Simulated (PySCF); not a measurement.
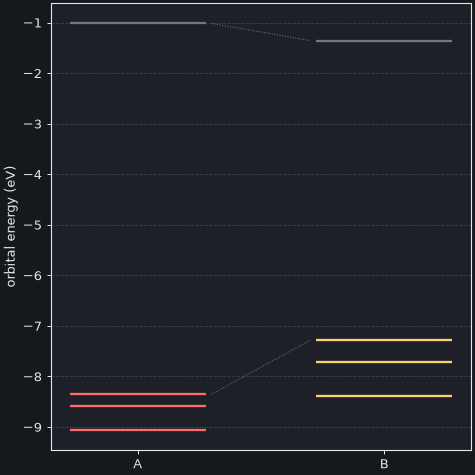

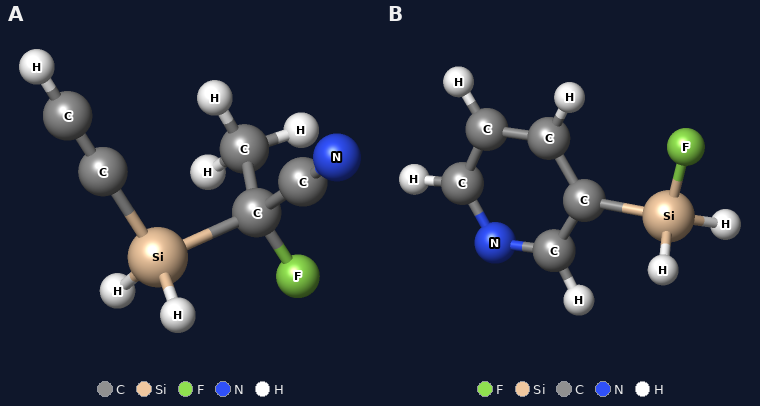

Related molecules: A is C₅H₆FNSi, SMILES C#C[SiH2][C@](C)(F)C#N; B is C₅H₆FNSi, SMILES F[SiH2]c1cccnc1. Frontier orbital energies, B3LYP/def2-SVPD in PySCF 2.14.0, at a GFN2-xTB geometry (no frequency check); drawn are at most three filled levels and, in grey, the LUMO with any level within 0.03 eV of it; dotted lines join the HOMOs and the LUMOs.

**What does the change do to the frontier levels?**

From A to B the HOMO rises by 1.07 eV and the LUMO falls by 0.34 eV, so the separation goes from 7.33 to 5.93 eV.

Caveats, for all or some of the runs: one conformer of a flexible molecule; the tight-binding geometry is rougher than a DFT one and adds to the error.
